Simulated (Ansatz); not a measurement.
Geometry relaxation, with input and output: AlN3H6

System: AlN3H6, SMILES [NH2][Al]([NH2])[NH2].
Method: RKS PBE-D4/def2-SVP (Ansatz 0.2.0).

The geometry: force-field start. Figures and captions count atoms from 1; the log counts them from 0 in places.

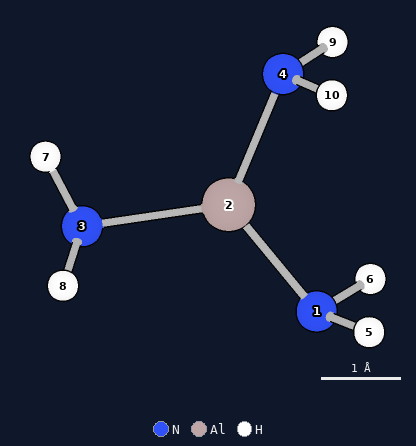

*The starting structure (ball-and-stick view, seen at a tilt; atoms are numbered from 1 in the order of the input). Sticks mark near contacts.*

Bond lengths as drawn: Al–N 1.85 to 1.96 Å and H–N 1.00 to 1.12 Å.

**Key numbers**

- outcome: converged
- total energy: −11152.8001 eV
- mean-field energy: −11152.6405 eV
- dispersion energy: −0.1595 eV
- SCF solution under orbital rotations: stable
- largest force (length of the vector) at the end: 0.015 eV/Å
- dipole moment: 0.03 D
- hardware: 4 threads of Arm Neoverse V1, 23 GiB of memory available, shared host
- wall time: 8 s (CPU time 28 s)
- peak memory: 0.14 GiB

**Input file**
```yaml
crystal:
  periodic: [false, false, false]
  atoms:
    - {symbol: N, position_ang: [-1.508100, 0.170200, -1.024500]}
    - {symbol: Al, position_ang: [-0.067600, -0.202100, 0.080300]}
    - {symbol: N, position_ang: [0.332300, -2.018900, 0.452800]}
    - {symbol: N, position_ang: [1.075900, 1.219400, 0.806300]}
    - {symbol: H, position_ang: [-1.186700, 0.776700, -1.848900]}
    - {symbol: H, position_ang: [-2.185100, 0.853300, -0.482200]}
    - {symbol: H, position_ang: [1.262100, -2.008100, 1.048000]}
    - {symbol: H, position_ang: [0.646000, -2.455200, -0.449800]}
    - {symbol: H, position_ang: [0.360500, 1.841400, 1.395400]}
    - {symbol: H, position_ang: [1.353700, 1.771900, 0.025500]}
basis:
  gaussian: {orbitals: def2-SVP}
hamiltonian: {xc: pbe, dispersion: d4}
relax: {f_tol: 0.03, max_steps: 200}
```

Launch command:
```bash
ansatz run in.yaml --threads 4 --pin off --events-out ev --progress --plain --max-ram 10444MiB
```

**Log**
```
Functional definition: PBE
  name "PBE"
  cite "Perdew, Burke & Ernzerhof, Phys. Rev. Lett. 77, 3865 (1996) doi:10.1103/PhysRevLett.77.3865"
  parent pbe
  parameter kappa = 0.804
  parameter beta = 0.06672455060314922
  exchange = pbe_x(kappa = kappa, mu = beta*pi^2/3)
  correlation = pbe_c(beta = beta)
1057 factors; their error is unknown
mean field evaluation 1: about -11128.6092 eV, gradient 1.0e2 eV
mean field evaluation 2: about -11020.7250 eV, gradient 1.9e2 eV
mean field evaluation 4: about -11150.7943 eV, gradient 1.5e1 eV
mean field evaluation 8: about -11151.3193 eV, gradient 2.3e-1 eV
mean field evaluation 16: about -11151.2591 eV, gradient 4.1e-4 eV
mean field -11151.25907931 eV, -409.8012125696 hartree, gradient 1.2e-5 eV, S^2 0.000000; 0 other end points of the search recorded, 0 dependent functions left out
the calculation of the forces begins
reference -11151.25911951 eV, -409.8012140469 hartree; 20, 20 occupied and 70, 70 virtual orbitals, 1057 factors
relax step   1: F+E_penalty+E_count = -11151.41095459 eV  Δ(F+E_penalty+E_count) = +0.000e0 eV  max|allowed force component| = 3.120e0 eV/Å  Δτ_max = 0.0000 Å  (28 SCF iters, accepted)
these checks for a lower state are left out or cut short: starts, cluster_reference, orbital_swaps, neighbouring_geometries, increment
1057 factors; their error is unknown
mean field -11151.81515568 eV, -409.8216479994 hartree, gradient 9.8e-6 eV, S^2 0.000000; 0 other end points of the search recorded, 0 dependent functions left out
the calculation of the forces begins
reference -11151.81519643 eV, -409.8216494971 hartree; 20, 20 occupied and 70, 70 virtual orbitals, 1057 factors
relax step   2: F+E_penalty+E_count = -11151.96908409 eV  Δ(F+E_penalty+E_count) = -5.581e-1 eV  max|allowed force component| = 1.480e0 eV/Å  Δτ_max = 0.1945 Å  (35 SCF iters, accepted)
these checks for a lower state are left out or cut short: starts, cluster_reference, orbital_swaps, neighbouring_geometries, increment
1057 factors; their error is unknown
mean field evaluation 32: about -11152.1273 eV, gradient 5.7e-5 eV
mean field -11152.12729284 eV, -409.8331188286 hartree, gradient 9.0e-6 eV, S^2 0.000000; 0 other end points of the search recorded, 0 dependent functions left out
the calculation of the forces begins
reference -11152.12733465 eV, -409.8331203649 hartree; 20, 20 occupied and 70, 70 virtual orbitals, 1057 factors
relax step   3: F+E_penalty+E_count = -11152.28289704 eV  Δ(F+E_penalty+E_count) = -3.138e-1 eV  max|allowed force component| = 6.314e-1 eV/Å  Δτ_max = 0.2000 Å  (34 SCF iters, accepted)
these checks for a lower state are left out or cut short: starts, cluster_reference, orbital_swaps, neighbouring_geometries, increment
1057 factors; their error is unknown
mean field -11152.24906927 eV, -409.8375940299 hartree, gradient 8.3e-6 eV, S^2 0.000000; 0 other end points of the search recorded, 0 dependent functions left out
the calculation of the forces begins
reference -11152.24911150 eV, -409.8375955817 hartree; 20, 20 occupied and 70, 70 virtual orbitals, 1057 factors
relax step   4: F+E_penalty+E_count = -11152.40582529 eV  Δ(F+E_penalty+E_count) = -1.229e-1 eV  max|allowed force component| = 4.578e-1 eV/Å  Δτ_max = 0.2000 Å  (32 SCF iters, accepted)
these checks for a lower state are left out or cut short: starts, cluster_reference, orbital_swaps, neighbouring_geometries, increment
1057 factors; their error is unknown
mean field -11152.34545329 eV, -409.8411360771 hartree, gradient 7.7e-6 eV, S^2 0.000000; 0 other end points of the search recorded, 0 dependent functions left out
the calculation of the forces begins
reference -11152.34549578 eV, -409.8411376387 hartree; 20, 20 occupied and 70, 70 virtual orbitals, 1057 factors
relax step   5: F+E_penalty+E_count = -11152.50302643 eV  Δ(F+E_penalty+E_count) = -9.720e-2 eV  max|allowed force component| = 3.532e-1 eV/Å  Δτ_max = 0.2000 Å  (33 SCF iters, accepted)
these checks for a lower state are left out or cut short: starts, cluster_reference, orbital_swaps, neighbouring_geometries, increment
1057 factors; their error is unknown
mean field -11152.45483760 eV, -409.8451558764 hartree, gradient 7.5e-6 eV, S^2 0.000000; 0 other end points of the search recorded, 0 dependent functions left out
the calculation of the forces begins
reference -11152.45488016 eV, -409.8451574406 hartree; 20, 20 occupied and 70, 70 virtual orbitals, 1057 factors
relax step   6: F+E_penalty+E_count = -11152.61331602 eV  Δ(F+E_penalty+E_count) = -1.103e-1 eV  max|allowed force component| = 4.263e-1 eV/Å  Δτ_max = 0.2000 Å  (33 SCF iters, accepted)
these checks for a lower state are left out or cut short: starts, cluster_reference, orbital_swaps, neighbouring_geometries, increment
1057 factors; their error is unknown
mean field evaluation 64: about -11152.5609 eV, gradient 5.6e-5 eV
mean field -11152.56086354 eV, -409.8490522578 hartree, gradient 7.4e-6 eV, S^2 0.000000; 0 other end points of the search recorded, 0 dependent functions left out
the calculation of the forces begins
reference -11152.56090563 eV, -409.8490538047 hartree; 20, 20 occupied and 70, 70 virtual orbitals, 1057 factors
relax step   7: F+E_penalty+E_count = -11152.71954132 eV  Δ(F+E_penalty+E_count) = -1.062e-1 eV  max|allowed force component| = 4.734e-1 eV/Å  Δτ_max = 0.2000 Å  (32 SCF iters, accepted)
these checks for a lower state are left out or cut short: starts, cluster_reference, orbital_swaps, neighbouring_geometries, increment
1057 factors; their error is unknown
mean field -11152.62545460 eV, -409.8514259354 hartree, gradient 7.2e-6 eV, S^2 0.000000; 0 other end points of the search recorded, 0 dependent functions left out
the calculation of the forces begins
reference -11152.62549650 eV, -409.8514274752 hartree; 20, 20 occupied and 70, 70 virtual orbitals, 1057 factors
relax step   8: F+E_penalty+E_count = -11152.78471992 eV  Δ(F+E_penalty+E_count) = -6.518e-2 eV  max|allowed force component| = 1.758e-1 eV/Å  Δτ_max = 0.2000 Å  (32 SCF iters, accepted)
these checks for a lower state are left out or cut short: starts, cluster_reference, orbital_swaps, neighbouring_geometries, increment
1057 factors; their error is unknown
mean field -11152.63920967 eV, -409.8519314249 hartree, gradient 2.5e-5 eV, S^2 0.000000; 0 other end points of the search recorded, 0 dependent functions left out
the calculation of the forces begins
reference -11152.63925181 eV, -409.8519329735 hartree; 20, 20 occupied and 70, 70 virtual orbitals, 1057 factors
relax step   9: F+E_penalty+E_count = -11152.79869336 eV  Δ(F+E_penalty+E_count) = -1.397e-2 eV  max|allowed force component| = 6.986e-2 eV/Å  Δτ_max = 0.1437 Å  (26 SCF iters, accepted)
these checks for a lower state are left out or cut short: starts, cluster_reference, orbital_swaps, neighbouring_geometries, increment
1057 factors; their error is unknown
mean field -11152.64048630 eV, -409.8519783404 hartree, gradient 7.5e-6 eV, S^2 0.000000; 0 other end points of the search recorded, 0 dependent functions left out
the calculation of the forces begins
reference -11152.64052847 eV, -409.8519798901 hartree; 20, 20 occupied and 70, 70 virtual orbitals, 1057 factors
relax step  10: F+E_penalty+E_count = -11152.80001365 eV  Δ(F+E_penalty+E_count) = -1.320e-3 eV  max|allowed force component| = 1.435e-2 eV/Å  Δτ_max = 0.0304 Å  (28 SCF iters, accepted)
1057 factors; their error is unknown
mean field evaluation 96: about -11152.6875 eV, gradient 1.7e0 eV
```

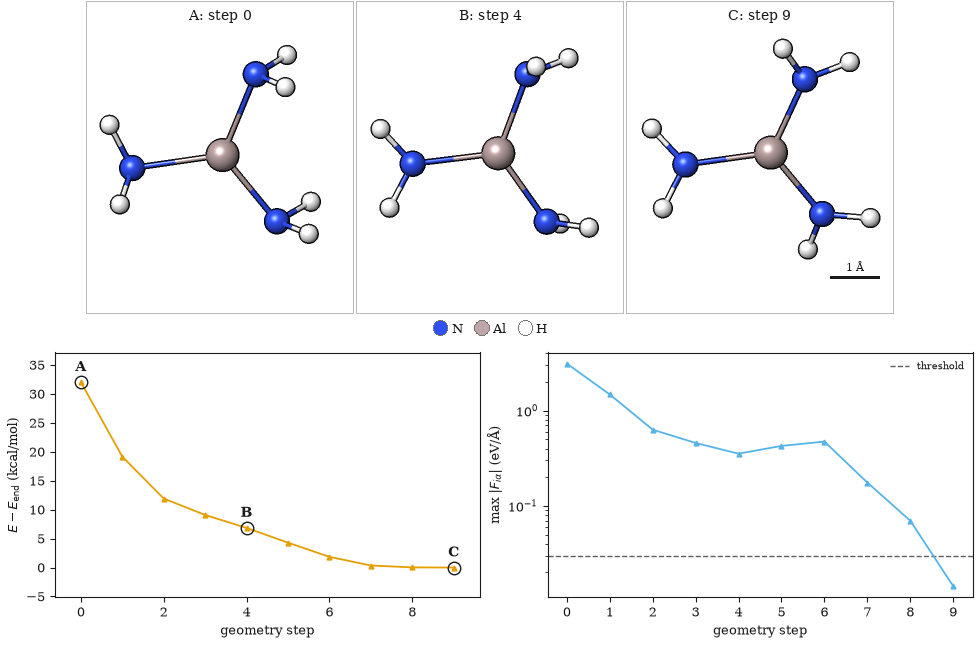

*Frames of the relaxation (ball-and-stick view, seen at a tilt) above the curves, on which the letters mark them (the first geometry is step 0 here and step 1 in the log).*

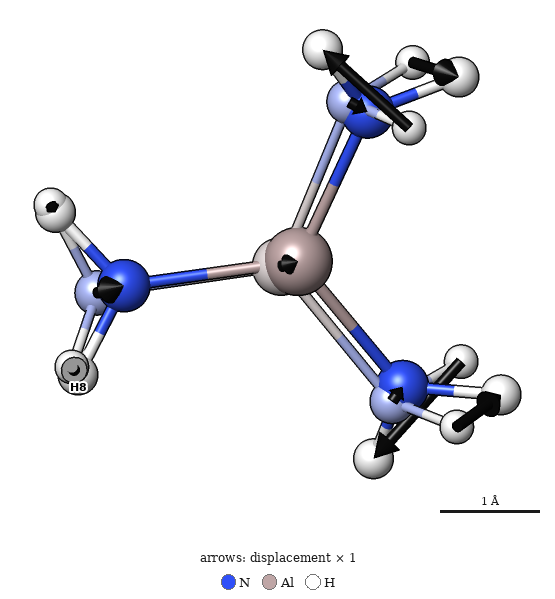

*Start (faint) and end (solid) with the displacements as black arrows, at true length (ball-and-stick view, seen at a tilt). The two geometries are laid on each other by the best rigid fit.*

The largest move after the best rigid fit is that of H6, 1.33 Å. Largest moves by element: H 1.33 Å, N 0.44 Å, Al 0.22 Å. Among the contacts that change: Al2–N4 1.963 → 1.788 Å, Al2–N3 1.897 → 1.789 Å, N4–H9 1.116 → 1.021 Å, N1–H6 1.104 → 1.021 Å. Among the angles that change: Al2–N4–H9 103.0° → 125.2°, Al2–N4–H10 105.9° → 125.1°, Al2–N3–H8 107.0° → 125.1°. After 9 geometry steps the energy has fallen by 32.0 kcal/mol. The largest force component goes from 3.1 to 0.014 eV/Å. (Atoms are counted from 1 in the order of the input.)

```
mean field -11152.64048630 eV, -409.8519783404 hartree, gradient 9.2e-6 eV, S^2 0.000000; 1 other end points of the search recorded, 0 dependent functions left out
the calculation of the forces begins
reference -11152.64052847 eV, -409.8519798901 hartree; 20, 20 occupied and 70, 70 virtual orbitals, 1057 factors
Total energy: -11152.80005582 eV, -409.8578424120 hartree
Atom 0 at    -1.497152     0.320910    -0.908621 Å, force    -0.005984     0.011726    -0.000303 eV/Å
Atom 1 at     0.007796    -0.006111     0.000042 Å, force     0.004198    -0.014354     0.003371 eV/Å
Atom 2 at     0.543970    -1.691879     0.264470 Å, force     0.001081    -0.003585    -0.002375 eV/Å
Atom 3 at     0.977967     1.350485     0.644792 Å, force     0.001442     0.007059    -0.002197 eV/Å
Atom 4 at    -1.735149     1.211159    -1.348601 Å, force     0.000289    -0.007633    -0.003159 eV/Å
Atom 5 at    -2.261887    -0.343013    -1.038776 Å, force     0.003842     0.000365    -0.000707 eV/Å
Atom 6 at     1.181699    -1.997603     1.001016 Å, force    -0.000917     0.003030    -0.005441 eV/Å
Atom 7 at     0.265843    -2.492944    -0.304436 Å, force    -0.002731     0.003832     0.006169 eV/Å
Atom 8 at     0.633278     2.299219     0.798405 Å, force     0.001028    -0.001390     0.005597 eV/Å
Atom 9 at     1.966635     1.298377     0.894609 Å, force    -0.002248     0.000949    -0.000955 eV/Å
Dipole moment:    -0.000474     0.005282     0.000004 e Å
```

**Trajectory as extended XYZ (Å, eV, eV/Å), 10 frames, from step=1 to step=10**
```
10
Properties=species:S:1:pos:R:3:forces:R:3 step=1 energy=-11151.41095
N    -1.5081    0.1702   -1.0245   -0.6854   2.0252   0.2984
Al   -0.0676   -0.2021    0.0803    1.0087   0.0661   0.3611
N     0.3323   -2.0189    0.4528    2.1965   1.3923   0.3536
N     1.0759    1.2194    0.8063   -3.1203  -1.2374   2.3069
H    -1.1867    0.7767   -1.8489   -0.4819  -0.7662   1.0809
H    -2.1851    0.8533   -0.4822    1.3004  -1.4406  -1.1925
H     1.2621   -2.0081    1.0480   -1.9467  -0.1155  -1.1692
H     0.6460   -2.4552   -0.4498   -0.4561   0.0073   0.5975
H     0.3605    1.8414    1.3954    1.8150  -1.1278  -1.4539
H     1.3537    1.7719    0.0255    0.3698   1.1966  -1.1829
10
Properties=species:S:1:pos:R:3:forces:R:3 step=2 energy=-11151.96908
N    -1.4792    0.1545   -1.0502   -0.1923   0.9585   0.1834
Al   -0.0160   -0.1554    0.0339    0.3801  -0.1143   0.6057
N     0.3632   -1.9166    0.4884    1.4795   0.2480  -1.2770
N     1.0457    1.1951    0.8500   -1.3613  -0.3715   0.2168
H    -1.2154    0.7837   -1.8436   -0.1784  -0.3861   0.3320
H    -2.1938    0.7403   -0.5339    0.5598  -0.6573  -0.4596
H     1.3186   -1.9667    0.9506   -1.1106  -0.0226  -0.3877
H     0.4709   -2.5179   -0.3926   -0.4379   0.6170   1.3486
H     0.4044    1.8288    1.4055    0.6719  -0.5083  -0.4656
H     1.3845    1.8028    0.0948    0.1892   0.2367  -0.0965
10
Properties=species:S:1:pos:R:3:forces:R:3 step=3 energy=-11152.28290
N    -1.4607    0.1503   -1.0559   -0.1117   0.3006   0.1269
Al   -0.0041   -0.1017    0.0296    0.1921  -0.2615   0.1803
N     0.4296   -1.8331    0.4048    0.6153   0.1200  -0.6314
N     0.9927    1.2180    0.8596   -0.3500   0.1377  -0.0568
H    -1.2825    0.7616   -1.8691   -0.0034  -0.1110   0.0916
H    -2.2539    0.6109   -0.5703    0.1725  -0.2491  -0.1563
H     1.3229   -1.9988    0.9039   -0.4142   0.0900  -0.0920
H     0.3558   -2.5747   -0.3256   -0.2498   0.5039   0.5870
H     0.4399    1.9041    1.4099    0.1641  -0.3039  -0.1656
H     1.5433    1.8119    0.2161   -0.0149  -0.2267   0.1163
10
Properties=species:S:1:pos:R:3:forces:R:3 step=4 energy=-11152.40582
N    -1.4500    0.1489   -1.0865   -0.1635   0.2523   0.1581
Al   -0.0121   -0.0657    0.0181    0.1984  -0.3207   0.1611
N     0.4831   -1.7654    0.3637    0.1581   0.0561  -0.4578
N     0.9721    1.2114    0.8899   -0.0987   0.2264  -0.2203
H    -1.3208    0.8422   -1.8388   -0.0128  -0.0738   0.0889
H    -2.3221    0.4353   -0.6092    0.1299  -0.1698  -0.1677
H     1.3607   -1.9614    0.8613   -0.2144   0.0099   0.0200
H     0.2571   -2.5620   -0.2550   -0.0165   0.3463   0.3200
H     0.4374    1.9672    1.3483    0.0880  -0.1597  -0.1076
H     1.6775    1.6980    0.3110   -0.0686  -0.1671   0.2053
10
Properties=species:S:1:pos:R:3:forces:R:3 step=5 energy=-11152.50303
N    -1.4329    0.1734   -1.0817   -0.2291   0.3211   0.1744
Al    0.0021   -0.0641    0.0157    0.0478  -0.1063   0.0736
N     0.5299   -1.7445    0.3125    0.0734  -0.2976  -0.2486
N     0.9465    1.2331    0.8794    0.1201   0.3479  -0.3532
H    -1.3496    0.9903   -1.7075   -0.0595  -0.1424   0.1094
H    -2.3695    0.2528   -0.6479    0.2665  -0.1702  -0.2039
H     1.3258   -2.0034    0.9052   -0.1570   0.0682  -0.0115
H     0.2424   -2.5584   -0.2519    0.0539   0.3357   0.2083
H     0.4016    2.0577    1.1755    0.1093  -0.1316  -0.0603
H     1.7867    1.6116    0.4036   -0.2253  -0.2247   0.3119
10
Properties=species:S:1:pos:R:3:forces:R:3 step=6 energy=-11152.61332
N    -1.4305    0.2104   -1.0547   -0.3769   0.2612   0.1713
Al    0.0071   -0.0547    0.0138   -0.0118   0.0201  -0.0094
N     0.5683   -1.7231    0.2658    0.0792  -0.2863   0.0204
N     0.9300    1.2635    0.8348    0.2999   0.3586  -0.2919
H    -1.4238    1.0785   -1.6113   -0.0931  -0.1810   0.1411
H    -2.3991    0.0677   -0.7173    0.4263  -0.0559  -0.2421
H     1.2797   -2.0144    0.9427   -0.1084   0.0633  -0.0490
H     0.2333   -2.5375   -0.2577    0.0426   0.1196   0.0338
H     0.4279    2.1371    1.0441    0.1271  -0.1072  -0.0526
H     1.8900    1.5211    0.5428   -0.3850  -0.1924   0.2783
10
Properties=species:S:1:pos:R:3:forces:R:3 step=7 energy=-11152.71954
N    -1.4423    0.2624   -1.0120   -0.4103   0.0032   0.1862
Al    0.0100   -0.0422    0.0090    0.0143  -0.0166  -0.0215
N     0.5757   -1.7207    0.2514    0.0110   0.0408   0.0720
N     0.9305    1.3049    0.7664    0.3878   0.1226  -0.1929
H    -1.5362    1.1501   -1.5186   -0.0575  -0.1076   0.0925
H    -2.3868   -0.1085   -0.8112    0.4734   0.0974  -0.1917
H     1.2225   -2.0189    0.9855   -0.0517   0.0140  -0.0469
H     0.2617   -2.5281   -0.2894    0.0115   0.0122  -0.0126
H     0.4945    2.2173    0.9334    0.0726  -0.0614  -0.0335
H     1.9533    1.4322    0.6884   -0.4511  -0.1046   0.1485
10
Properties=species:S:1:pos:R:3:forces:R:3 step=8 energy=-11152.78472
N    -1.4650    0.2959   -0.9676   -0.1047   0.0255   0.0822
Al    0.0088   -0.0266    0.0036    0.0031   0.0298  -0.0140
N     0.5627   -1.7056    0.2587   -0.0076  -0.0343   0.0121
N     0.9489    1.3298    0.7032    0.0795   0.0306  -0.0811
H    -1.6527    1.2088   -1.3915   -0.0378  -0.0951   0.0235
H    -2.3299   -0.2547   -0.9353    0.1758   0.0799  -0.0581
H     1.1923   -2.0117    1.0024   -0.0110   0.0007  -0.0126
H     0.2795   -2.5059   -0.3092    0.0085   0.0088   0.0106
H     0.5732    2.2762    0.8028    0.0686  -0.0456   0.0201
H     1.9654    1.3425    0.8357   -0.1743  -0.0004   0.0172
10
Properties=species:S:1:pos:R:3:forces:R:3 step=9 energy=-11152.79869
N    -1.4879    0.3207   -0.9200   -0.0498  -0.0213   0.0058
Al    0.0082   -0.0144    0.0016   -0.0153   0.0326  -0.0169
N     0.5468   -1.6993    0.2662    0.0127  -0.0185   0.0114
N     0.9684    1.3491    0.6472    0.0699   0.0109   0.0176
H    -1.7375    1.2255   -1.3232    0.0174  -0.0199  -0.0026
H    -2.2651   -0.3322   -1.0375    0.0305   0.0143  -0.0019
H     1.1776   -2.0062    1.0088   -0.0083   0.0162  -0.0138
H     0.2820   -2.4999   -0.3099   -0.0107   0.0144   0.0037
H     0.6335    2.3063    0.7689   -0.0154  -0.0261   0.0047
H     1.9571    1.2991    0.9008   -0.0308  -0.0025  -0.0081
10
Properties=species:S:1:pos:R:3:forces:R:3 step=10 energy=-11152.80001
N    -1.4972    0.3209   -0.9086   -0.0060   0.0117  -0.0003
Al    0.0078   -0.0061    0.0000    0.0042  -0.0144   0.0034
N     0.5440   -1.6919    0.2645    0.0011  -0.0036  -0.0024
N     0.9780    1.3505    0.6448    0.0014   0.0071  -0.0022
H    -1.7351    1.2112   -1.3486    0.0003  -0.0076  -0.0032
H    -2.2619   -0.3430   -1.0388    0.0038   0.0004  -0.0007
H     1.1817   -1.9976    1.0010   -0.0009   0.0030  -0.0054
H     0.2658   -2.4929   -0.3044   -0.0027   0.0038   0.0062
H     0.6333    2.2992    0.7984    0.0010  -0.0014   0.0056
H     1.9666    1.2984    0.8946   -0.0022   0.0009  -0.0010
```

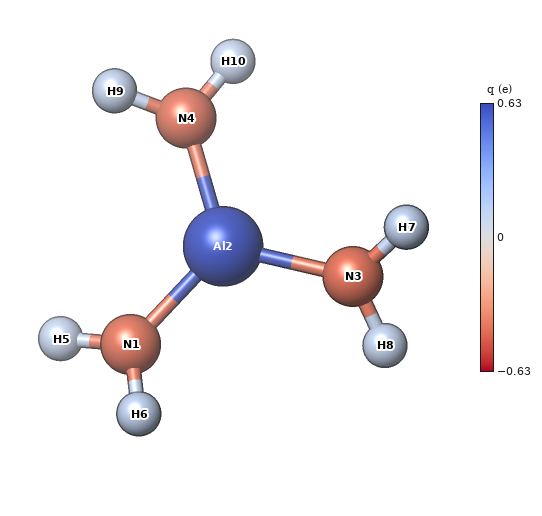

*Mulliken charges, as the colour of each atom (ball-and-stick view, seen on its broad side; atoms are numbered from 1 in the order of the input).*

By element: N −0.43, Al +0.60 and H +0.11 e.
